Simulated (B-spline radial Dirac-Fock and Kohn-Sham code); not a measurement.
The lead atom ([Xe] 4f14 5d10 6s2 6p2). Computed with a B-spline radial code: independent-particle rates on relativistic LDA orbitals of the hole state (multipoles to L = 3), energies from Dirac–Fock ΔSCF.

Predict the main features of the following plot. X-ray emission lines that fill an M4 (3d3/2) hole, broadened by a Gaussian of 96 eV full width, as by a silicon detector. Multiplet splitting by the open shell is left out.

The strongest line is M4-N6 (Mβ) at 2.4455 keV with 94.7 % of the photons, then M4-N2 (Mζ2) at 1.8168 keV (4.0 %), M4-O2 at 2.4783 keV (0.77 %), M4-N3 at 1.9370 keV (0.42 %), M4-O3 at 2.5004 keV (0.078 %). The hole has a width of 2.68 eV and a fluorescence yield of 0.0305.

Here it is:

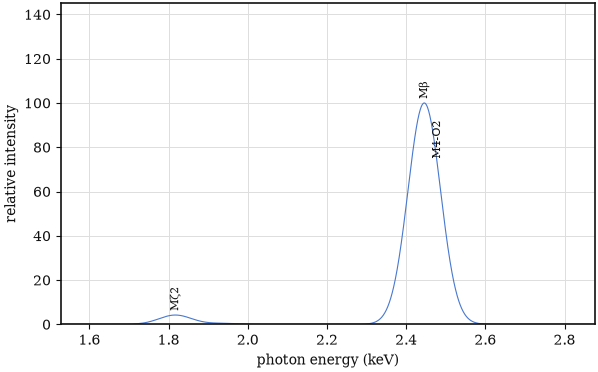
